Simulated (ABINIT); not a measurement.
# GaP (F-43m): G0W0 in ABINIT against the exchange cutoff, part 2 of 2

Wanted: the cheapest exchange cutoff that holds the gap of GaP (F-43m).

ABINIT 10.8.3; PBE and many-body steps on it, plane waves. Known limits of the many-body steps: not at the basis limit; exchange with frozen shells missing; no spin-orbit coupling; coarse k mesh.

So far. Step 2 (Screening, 4×4×4 mesh, 32 bands, screening to 106.1 eV): Local fields lower ε∞ by 8 %. On a Γ-centred mesh this coarse the value itself is usually too large, while a short band sum pulls it down. Step 5 (14.4 Ha): The gap on the mesh goes from 1.65 eV to 1.98 eV, a correction of +0.32 eV.

## 6. 25.2 Ha

Level of this step: G0W0 on PBE, plane waves, norm-conserving pseudopotentials (ABINIT).

Contents of run.abi:

```
acell 3*1.0 Angstrom
rprim 
  0.000000000000 2.725250000000 2.725250000000
  2.725250000000 0.000000000000 2.725250000000
  2.725250000000 2.725250000000 0.000000000000
ntypat 2
znucl 31 15
natom 2
typat 1 2
xred 
  0.000000000000 0.000000000000 0.000000000000
  0.250000000000 0.250000000000 0.250000000000
pp_dirpath "pseudos"
pseudos "Ga.upf, P.upf"
ecut 36
ngkpt 4 4 4
nshiftk 1
shiftk 0 0 0
kptopt 1
chksymbreak 0
istwfk *1
occopt 1
irdwfk 1
optdriver 4
nband 32
gwcalctyp 0
ecutsigx 25.2
symsigma 1
nkptgw 2
kptgw 
  0.0000000000 0.0000000000 0.0000000000
  0.5000000000 0.5000000000 0.0000000000
bdgw 
  7 13
  8 11
ecuteps 3.9
irdscr 1
ppmodel 1
indata_prefix "in"
outdata_prefix "out"
tmpdata_prefix "tmp"
```

Launch:

```sh
$ OMP_NUM_THREADS=1 mpirun -n 4 abinit run.abi > log
```

Output:

```text
.Version 10.8.3 of ABINIT. v10.8.2 released Aug 2026.

 Symmetries : space group F-4 3 m (#216); Bravais cF (face-center cubic)
[... echo of the input left out ...]
== DATASET  1 ==================================================================
-   mpi_nproc: 4, omp_nthreads: 1 (-1 if OMP is not activated)

--- !DatasetInfo
iteration_state: {dtset: 1, }
dimensions: {natom: 2, nkpt: 8, mband: 32, nsppol: 1, nspinor: 1, nspden: 1, mpw: 2832, }
cutoff_energies: {ecut:  36.0, pawecutdg:  -1.0, }
[...]
Band     E0 <VxcDFT>   SigX SigC(E0)      Z dSigC/dE  Sig(E)    E-E0       E
[...]
10   6.010  -9.355  -5.486  -3.403   0.808  -0.238  -8.979   0.376   6.385
       11   6.179 -10.511  -6.376  -3.449   0.802  -0.247  -9.961   0.550   6.729

== END DATASET(S) ==============================================================
================================================================================

 -outvars: echo values of variables after computation  --------
           etotal      0.0000000000E+00
            nband          32
             nkpt           8
          spgroup         216
 [... the other variables as echoed above ...]

 Calculation completed.
```

The job ended after 3.4 s (4 MPI ranks of Arm Neoverse V1, shared host; peak memory 0.38 GiB; 13 s of CPU time).

This step gave:

* G0W0 gap on the points computed: 1.985 eV
* starting gap on the mesh: 1.653 eV
* k of the valence top: 0, 0, 0
* k of the conduction bottom: 0.5, 0.5, 0
* least direct G0W0 gap on the computed points: 2.369 eV

Against the run before, the gap moves by +0.008 eV.

## 7. 36 Ha

Changes to run.abi since step 6:

```diff
@@ -26,3 +26,3 @@
 gwcalctyp 0
-ecutsigx 25.2
+ecutsigx 36
 symsigma 1
```

Output:

```text
.Version 10.8.3 of ABINIT. v10.8.2 released Aug 2026.

 Symmetries : space group F-4 3 m (#216); Bravais cF (face-center cubic)
[... echo of the input left out ...]
== DATASET  1 ==================================================================
-   mpi_nproc: 4, omp_nthreads: 1 (-1 if OMP is not activated)

--- !DatasetInfo
iteration_state: {dtset: 1, }
dimensions: {natom: 2, nkpt: 8, mband: 32, nsppol: 1, nspinor: 1, nspden: 1, mpw: 2832, }
cutoff_energies: {ecut:  36.0, pawecutdg:  -1.0, }
[...]
Band     E0 <VxcDFT>   SigX SigC(E0)      Z dSigC/dE  Sig(E)    E-E0       E
[...]
10   6.010  -9.355  -5.501  -3.403   0.808  -0.238  -8.991   0.364   6.374
       11   6.179 -10.511  -6.390  -3.449   0.802  -0.247  -9.972   0.539   6.718

== END DATASET(S) ==============================================================
================================================================================

 -outvars: echo values of variables after computation  --------
           etotal      0.0000000000E+00
            nband          32
             nkpt           8
          spgroup         216
 [... the other variables as echoed above ...]

 Calculation completed.
```

It took 3.5 s on 4 MPI ranks; peak memory 0.49 GiB; 14 s of CPU time.

Numbers from this step:

| Item | Value |
| --- | --- |
| G0W0 gap on the points computed | 1.989 eV |
| starting gap on the mesh | 1.653 eV |
| k of the valence top | 0, 0, 0 |
| k of the conduction bottom | 0.5, 0.5, 0 |
| least direct G0W0 gap on the computed points | 2.384 eV |

Against the run before, the gap moves by +0.004 eV.

## 8. Side by side

Times are wall times on 4 MPI ranks of Arm Neoverse V1, shared host, good to a factor of about two. A run's time includes the screening step that it read.

```
    run   mesh  bands  screening cutoff (eV)  DFT gap (eV)  gap on the mesh (eV)  direct (eV)  ε∞ used   time
 3.6 Ha  4×4×4     32                  106.1         1.653                 1.923        2.629    17.95  8.1 s
 7.2 Ha  4×4×4     32                  106.1         1.653                 1.970        2.350    17.95  8.3 s
14.4 Ha  4×4×4     32                  106.1         1.653                 1.977        2.326    17.95  8.3 s
25.2 Ha  4×4×4     32                  106.1         1.653                 1.985        2.369    17.95  8.5 s
  36 Ha  4×4×4     32                  106.1         1.653                 1.989        2.384    17.95  8.6 s
```

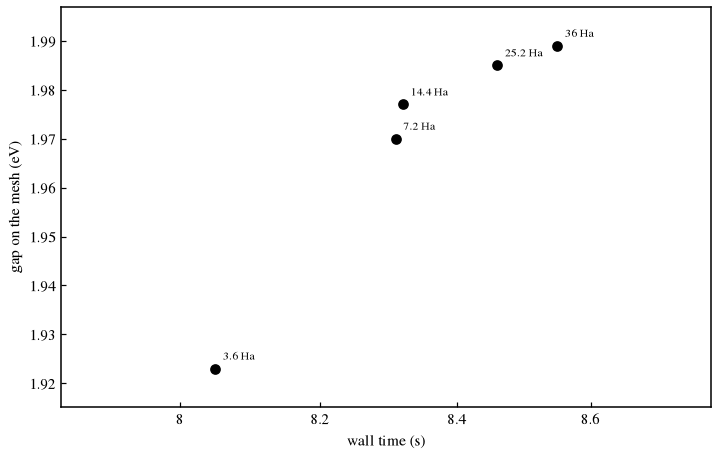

Result against wall time.

## 9. What came out

```yaml
3p6_ha: 1.923 eV
7p2_ha: 1.970 eV
14p4_ha: 1.977 eV
25p2_ha: 1.985 eV
36_ha: 1.989 eV
known_limits: not at the basis limit; exchange with frozen shells missing; no spin-orbit coupling; coarse k mesh
```

The setting moved: exchange cutoff. From 3.6 Ha to 36 Ha the gap moves by +0.07 eV. It holds to 0.03 eV from 7.2 Ha on. Bands and screening cutoff are coupled, so a series along one setting does not show full convergence. Below the screening cutoff the correlation part is cut too. Bands and cutoff are finite, so the gap is not at the basis limit. The miss can reach some tenths of an eV and take either sign; the mesh is an error of its own. In the G0W0 runs levels were corrected at 2 k points alone, so a gap called «on the mesh» is the least over those, and an edge elsewhere would be missed. The 4×4×4 mesh is coarse for this cell, which bears on the long-range parts of exchange and screening. The norm-conserving file of at least one element keeps a d shell over frozen s and p shells of the same row. Exchange with those shells is missing from the self-energy, an error of 0.3 to 0.9 eV in cases checked, whose sign depends on which edge lies on those atoms. The many-body steps are scalar-relativistic: spin-orbit coupling is not in them.

[Paths, hosts, dates, memory and timing lines, banners, echoed tables and standing remarks are left out of the program output.]

[Logs are printed without paths, hosts, clocks, repeated set-up lines and the standing remarks that a program may print on its own settings, such as how far it seeks lower states.]

[Runs of the session that timed out or met a known fault of the program may be left out.]

[Hosts, paths, dates, database ids (printed as entryN), source tags and the programs' standing remarks are cut or masked in the printed files.]

[G0W0 gaps are taken among the corrected bands and points alone; a level outside them can change the order at an edge.]

[Where Ansatz stands beside ABINIT at settings called matched, ABINIT's density can come from a denser mesh and the files from another edition; pairs whose starting gaps differed by over 0.03 eV were left out, so agreement reads better than it is.]
